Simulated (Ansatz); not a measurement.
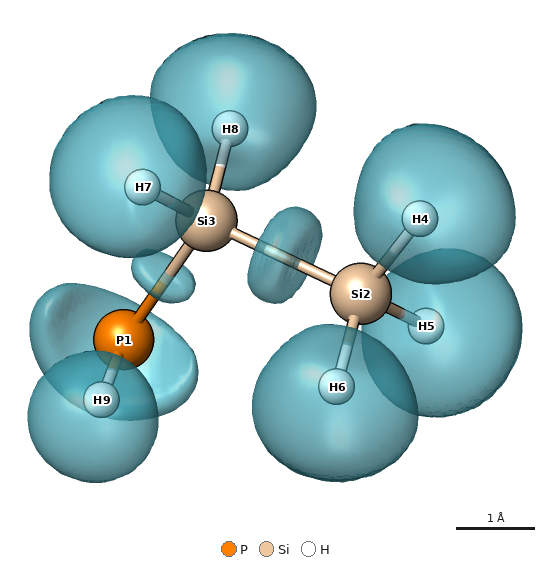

Figure 1: H6PSi2 (doublet). Isosurface of the electron localisation function at 0.9 (cyan), seen at a tilt. Core shells and regions of very low density are left out.

Geometry: r2SCAN-D4/def2-SVP.

All numbers below come from isolated molecule in a Gaussian basis; Kohn-Sham density functional theory, functional PBE0 (Ansatz 0.2.0).

```json
{"atom": "P", "x (Å)": "0.8798", "y (Å)": "-3.0711", "z (Å)": "-0.0263"}
{"atom": "Si", "x (Å)": "-1.1974", "y (Å)": "0.0346", "z (Å)": "-0.1698"}
{"atom": "Si", "x (Å)": "0.5419", "y (Å)": "-1.0712", "z (Å)": "0.9663"}
{"atom": "H", "x (Å)": "-1.4764", "y (Å)": "1.3707", "z (Å)": "0.4421"}
{"atom": "H", "x (Å)": "-2.4400", "y (Å)": "-0.7935", "z (Å)": "-0.1168"}
{"atom": "H", "x (Å)": "-0.8067", "y (Å)": "0.2280", "z (Å)": "-1.5998"}
{"atom": "H", "x (Å)": "1.7761", "y (Å)": "-0.2217", "z (Å)": "0.9254"}
{"atom": "H", "x (Å)": "0.1550", "y (Å)": "-1.2853", "z (Å)": "2.3944"}
{"atom": "H", "x (Å)": "1.4268", "y (Å)": "-2.4306", "z (Å)": "-1.1878"}
```

Question: What do the ELF domains correspond to?

Answer: The ELF exceeds this value in one region between bonded P–Si atoms (shared pairs), one region between bonded Si–Si atoms (shared pairs), six regions around hydrogen nuclei and one lobe on P, pointing away from the bonds (non-bonding electrons). Profiles from the grid: Si–P (2.26 Å): the ELF peaks at about 0.95 between the atoms (localised, covalent bonding). Si–Si (2.35 Å): the ELF peaks at about 1 between the atoms; localised, covalent bonding.
